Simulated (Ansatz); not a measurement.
A series of calculations on SiH$_{4}$S$_{2}$O

**1. Relaxation**

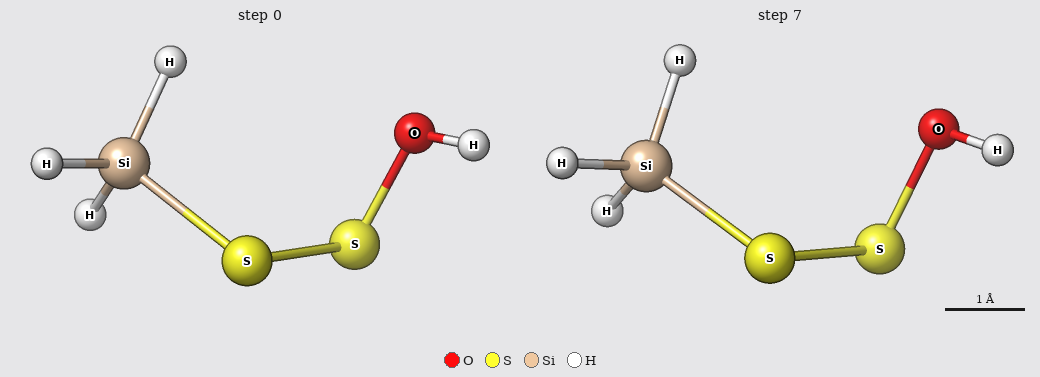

The structure of SiH$_{4}$S$_{2}$O before (left) and after (right) a relaxation, at one scale.

The picture is a ball-and-stick view, seen face on.

The run prepares an end point of a later path (torsion) calculation, from a guessed geometry.

These are results of Ansatz 0.2.0, RKS B3LYP-D4/STO-3G, not measurements. (no spin polarisation; force threshold 0.015 eV/Å; at most 40 steps)

### Summarise the run.

The largest move after the best rigid fit is that of an H atom, 0.14 Å. Largest moves by element: H 0.14 Å, S 0.10 Å, O 0.08 Å, Si 0.06 Å. Some distances before and after: O–S 1.658 → 1.750 Å, S–S 2.038 → 2.122 Å, H–O 0.965 → 1.035 Å, S–Si 2.172 → 2.145 Å. Among the angles between lasting bonds that change: S–O–H 110.8° → 102.5°, S–Si–H 105.8° → 111.4°, S–Si–H 102.4° → 107.7°. After 6 accepted moves (7 points after the start) the energy has fallen by 0.500 eV. Largest force component: 3.7 eV/Å at the start, 0.012 eV/Å at the end. The line search rejected the trial step at point 3 of the run.

Limits of the set-up: STO-3G is a minimal basis, so the numbers are rough.

**2. Relaxation**

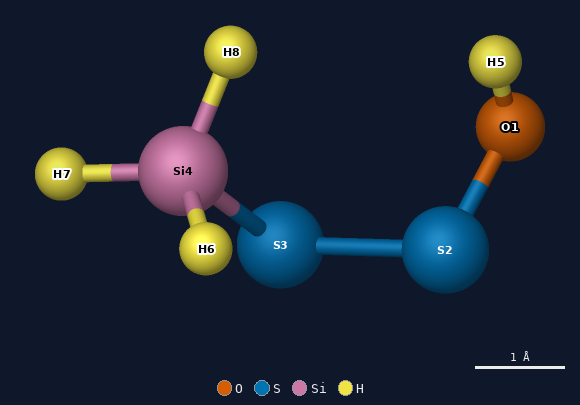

Starting structure of SiH₄S₂O. A ball-and-stick model, seen at a tilt.

The run prepares an end point of a later path (torsion) calculation, from a guessed geometry.

The calculation used Ansatz 0.2.0, RKS B3LYP-D4/STO-3G.

The input:
```yaml
crystal:
  periodic: [false, false, false]
  atoms:
    - { symbol: O, position_ang: [-1.67831, 1.58184, -0.1473] }
    - { symbol: S, position_ang: [-0.79998, 0.90756, -1.38104] }
    - { symbol: S, position_ang: [1.07331, 0.69136, -0.60742] }
    - { symbol: Si, position_ang: [1.97834, 2.49987, -1.40007] }
    - { symbol: H, position_ang: [-1.63078, 2.54538, -0.1798] }
    - { symbol: H, position_ang: [1.784, 2.45943, -2.84155] }
    - { symbol: H, position_ang: [3.36286, 2.36294, -0.98442] }
    - { symbol: H, position_ang: [1.2674, 3.6068, -0.77524] }
basis:
  gaussian: { orbitals: STO-3G }
hamiltonian:
  xc: b3lyp
  dispersion: d4
relax:
  f_tol: 0.015
  max_steps: 40
```

Run as
```bash
ansatz run input.yaml --threads 1 --pin off --max-ram 2048MiB --backend cpu --events-out ev --progress --plain --runs-dir out
```

Question: Where does the relaxation end?

Answer: The largest move after the best rigid fit is that of H5, 0.19 Å. Largest moves by element: H 0.19 Å, S 0.17 Å, O 0.16 Å, Si 0.10 Å. Some distances before and after: O1–S2 1.658 → 1.750 Å, S2–S3 2.038 → 2.123 Å, O1–H5 0.965 → 1.037 Å, S3–Si4 2.172 → 2.145 Å. Bond angles that change, for instance: S2–O1–H5 110.8° → 102.4°, S3–Si4–H7 102.4° → 108.4°, S3–Si4–H6 106.4° → 111.8°. The energy falls by 11.9 kcal/mol in 11 geometry steps. The largest force component goes from 3.8 to 0.011 eV/Å. The forces were under the threshold at step 7, but the run went on from there.

Final geometry:

```xyz
8

O    -1.6213    1.6374   -0.0087
S    -0.9172    0.8227   -1.3885
S     1.0799    0.5621   -0.7171
Si    1.9197    2.4214   -1.3798
H    -1.4774    2.6369   -0.2423
H     1.9113    2.5323   -2.8231
H     3.2845    2.4975   -0.9101
H     1.1773    3.5448   -0.8472
```

The end point in the same view:

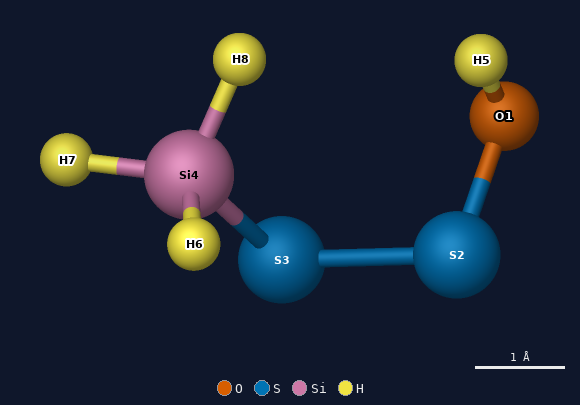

Limits of the set-up: STO-3G is a minimal basis, so the numbers are rough.

**3. Path**

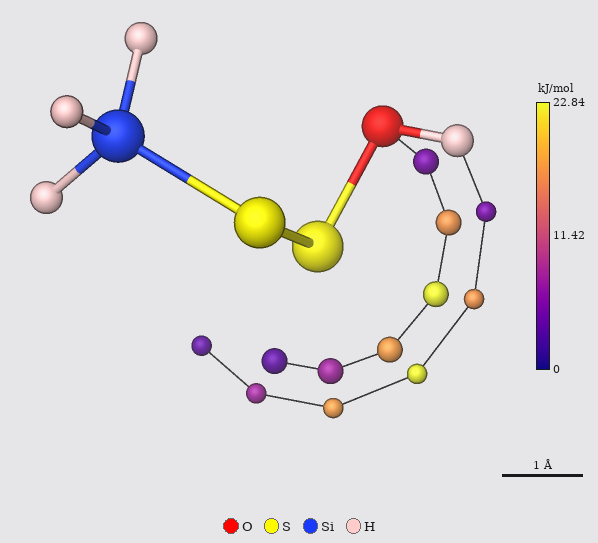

NEB run on SiH4S2O. Images are numbered from 0 (start) to 6 (end). The start is drawn whole; smaller spheres mark the moving atoms (O, H) in the later images, joined by lines and coloured by the energy of the image relative to the start. A ball-and-stick model, seen at a tilt.

Level of theory: Ansatz, RKS B3LYP-D4/STO-3G. Set-up: 5 movable images; climbing image; force threshold 0.05 eV/Å; iteration limit 60; starting path through a guess of the saddle point.

**Describe the path and its energy.**

The motion is a rotation about the S–S bond by about 190°. No bond forms or breaks between the ends. Among the angles between lasting bonds that change up to the highest image: S–S–Si 99.7° → 95.7°, O–S–S 100.5° → 98.0°. The highest point, image 3, lies 22.8 kJ/mol above the start and 19.3 kJ/mol above the end; the end is at +3.5 kJ/mol relative to the start. The band converged in 15 iterations. The largest component of the band force went from 110 to 0.031 eV/Å. The climbing image converged on the top of the path. Its vibrational analysis gives one imaginary mode (63i cm⁻¹), as a transition state must have.

Limits of the set-up: STO-3G is a minimal basis, so the numbers are rough.

The run took 2.6 min on 1 thread of Intel(R) Xeon(R) Processor @ 2.70GHz, on a shared host, peak memory 0.12 GiB.
